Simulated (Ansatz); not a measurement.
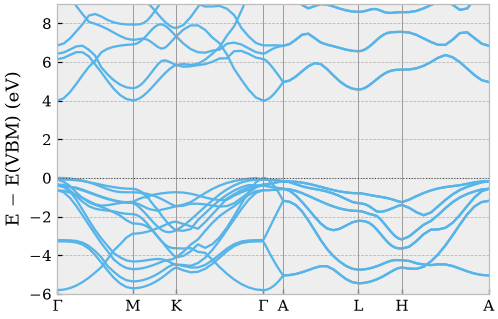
Figure: Band structure from PBE in the plane-wave PAW code Ansatz

Task: Read off the gap and where the band edges lie.

Result: About 4.0 eV (4.00 eV by a search for the band edges); maximum at Γ, minimum at Γ.

Task: Which of these materials gives this?
(A) BN, P6_222 (B on 3d, N on 3c)
(B) NaF, P6_3/mmc (Na on 2d, F on 2c)
(C) AlN, P6_3mc (Al on 2a, Al on 2b, N on 2a, N on 2b)
(D) PbI2, P6_3/mmc (Pb on 2c, I on 4f)

Result: C, AlN, P6_3mc (Al on 2a, Al on 2b, N on 2a, N on 2b)

The cell is a constructed one: a structure type filled with these elements. Its sites differ from those of the usual phase in this space group: another stacking or structure type. The cell was relaxed with PBE under the symmetry of its start; phonons on a q-mesh show no instability.

Potentials: the later of the program's two PAW sets.
